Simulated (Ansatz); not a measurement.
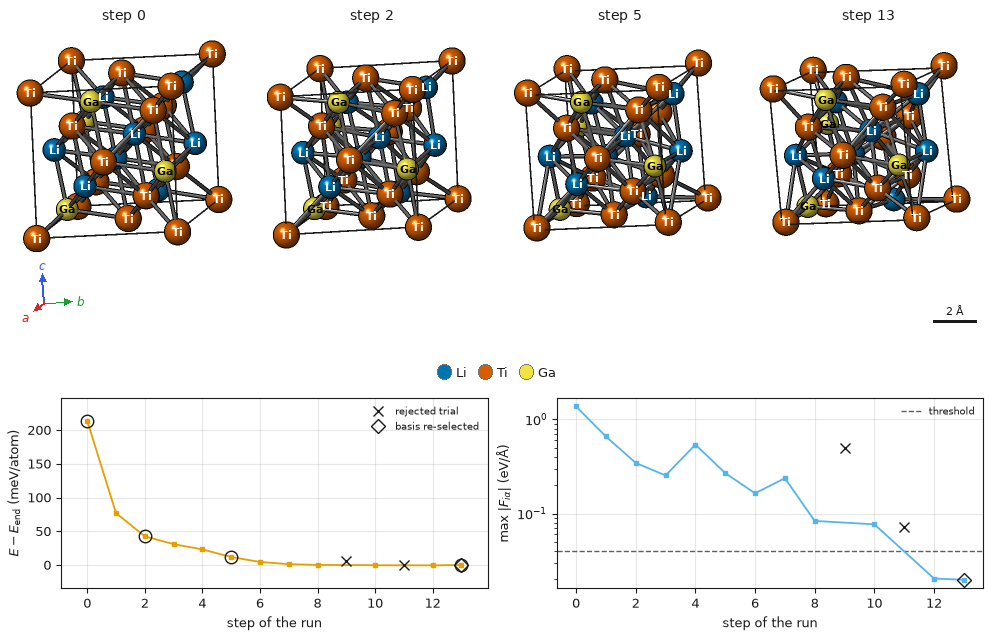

Frames of a relaxation of a crystal of Li₇Ti₉Ga₄ (a generated structure, set up in P1) (coarse preliminary run), marked on the history of the run. The picture is a ball-and-stick view of the cell of the calculation, seen slightly off an axis.

Case: elements placed on the bcc lattice with unlike neighbours.

Theory: Ansatz 0.2.0, DFT r2SCAN, scalar-relativistic, plane waves, PAW. (plane-wave cutoff 500 eV; k-point mesh 2 × 2 × 2; occupations gaussian; smearing width 0.1 eV; mesh shifted by (0.5, 0.5, 0.5); no spin polarisation; cell and atoms relaxed; force threshold 0.04 eV/Å; at most 50 steps)

> What happens along the run?

A Ti atom moves most relative to the cell: 0.74 Å along [−2 2 −1]. By element the largest moves are Ti 0.74 Å, Ga 0.73 Å, Li 0.50 Å. Cell: a 7.293 → 7.340 Å (+0.6 %), b 7.293 → 6.874 Å (−5.8 %), c 7.293 → 6.993 Å (−4.1 %), β 80.9° → 69.8°, γ 80.9° → 78.0°. Volume −13.9 %. Near-neighbour distances that change, for instance: Ti–Ti 3.290 → 4.683 Å, Li–Ti 4.727 → 3.475 Å, Li–Ti 3.323 → 4.289 Å, Ga–Li 3.377 → 2.614 Å. New bonds form, among them: Ga–Ti (3.35 → 2.72 Å), Ga–Ti (3.37 → 2.72 Å), Li–Ti (3.35 → 2.78 Å). The space group stays P1 (No. 1). After 10 accepted moves (13 points after the start) the energy has fallen by 214 meV per atom. Largest force component: 1.4 eV/Å at the start, 0.02 eV/Å at the end. Pressure: −8.80 GPa at the start and 0.00 GPa at the end. The line search rejected the trial steps at points 9, 11 of the run. The SCF was repeated once at an unchanged geometry on a basis and grid sized afresh for the cell, which shifted the energy by 0.5 meV per atom at most. From step 0 to 2: Ti atoms move most (0.36 Å), volume −14.8 %, energy −171 meV per atom. From step 2 to 5: Ga atoms move most (0.38 Å), volume −0.6 %, energy −30.7 meV per atom. From step 5 to 13: Ti and Ga atoms move most (0.34 Å), volume +1.6 %, energy −11.8 meV per atom.

Limits of the set-up: the k-point mesh is coarse for a cell with partly filled bands.
